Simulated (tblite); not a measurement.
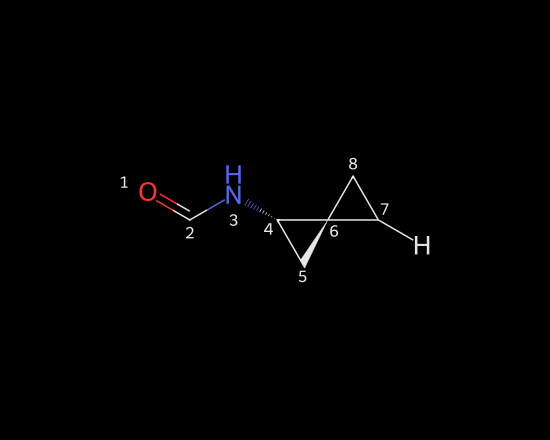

A structural formula, with wedges where it has stereocentres; small numbers name the atoms. The configuration is that of a computed structure (GFN2-xTB).

Give the R/S and E/Z labels.

Answer. C4: S; C6: S.
